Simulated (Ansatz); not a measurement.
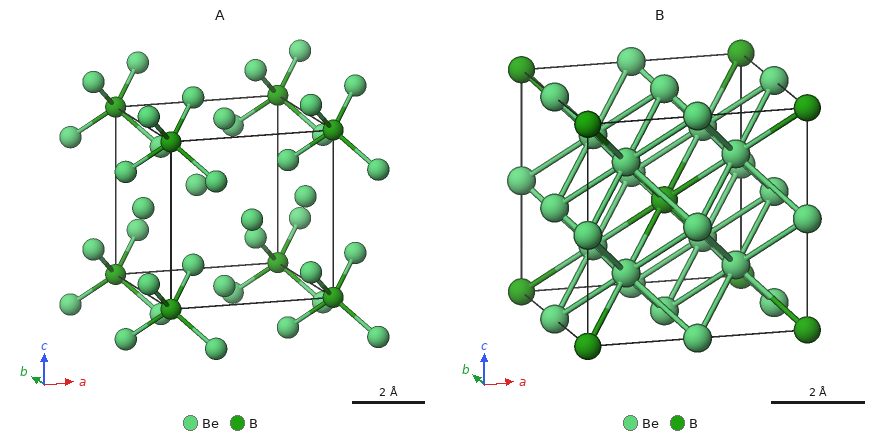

Two structures of Be$_{7}$B, each relaxed to rest (conventional cells in solid outline, small ones repeated, not to one scale). Method: DFT PBE, scalar-relativistic, plane waves, PAW in Ansatz 0.2.0, without spin polarisation.

Question: What structure does each panel show?

Answer: A: 8 atoms a cell on a primitive cubic lattice, P-43m. B: 16 atoms a cell on a body-centred cubic lattice, Im-3m.

Question: Which structure is more stable?

Answer: B is lower, by 1186 meV/atom at this level of theory (energies at zero smearing). Volumes: A 13.9, B 7.6 Å³/atom.

One or both may be structure types tried for this composition rather than known phases.
